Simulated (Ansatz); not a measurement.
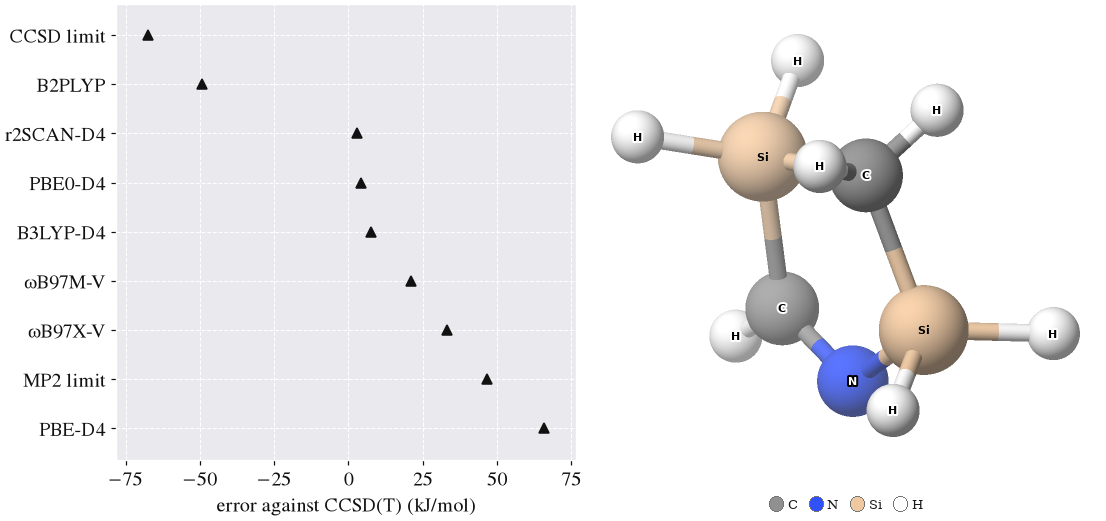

Error in the electronic atomisation energy (method less reference, so positive means overbinding) of C₂H₇NSi₂, SMILES C1=N[SiH2]C[SiH2]1: functionals in def2-TZVPP against frozen-core CCSD(T) at the limit (MP2 extrapolated from triple and quadruple zeta, plus CCSD(T) less MP2 in a smaller set), which gives 4400.5 kJ/mol, at a PBE0-D4/def2-TZVP geometry (no frequency check), no zero-point or spin-orbit term, the Ansatz code 0.2.0. The reference leaves out core correlation, a term that grows with the number of heavy atoms. B2PLYP holds a correlation term that converges slowly with the basis, so part of the distance to the limit is basis error. No dispersion term is added to B2PLYP. Limit means the basis limit.

Question: Which of these levels overbind, and which underbind?

Answer: Overbind: ωB97X-V, MP2 limit and PBE-D4. Underbind: CCSD limit and B2PLYP. Within 25 kJ/mol of zero, too close to call in view of what the reference leaves out: r2SCAN-D4, PBE0-D4, B3LYP-D4 and ωB97M-V.

Question: Give the values.

Answer:
| level | kJ/mol |
| --- | --- |
| CCSD limit | −67.5 |
| B2PLYP | −49.4 |
| r2SCAN-D4 | 2.8 |
| PBE0-D4 | 4.2 |
| B3LYP-D4 | 7.6 |
| ωB97M-V | 21.2 |
| ωB97X-V | 33.0 |
| MP2 limit | 46.5 |
| PBE-D4 | 65.9 |
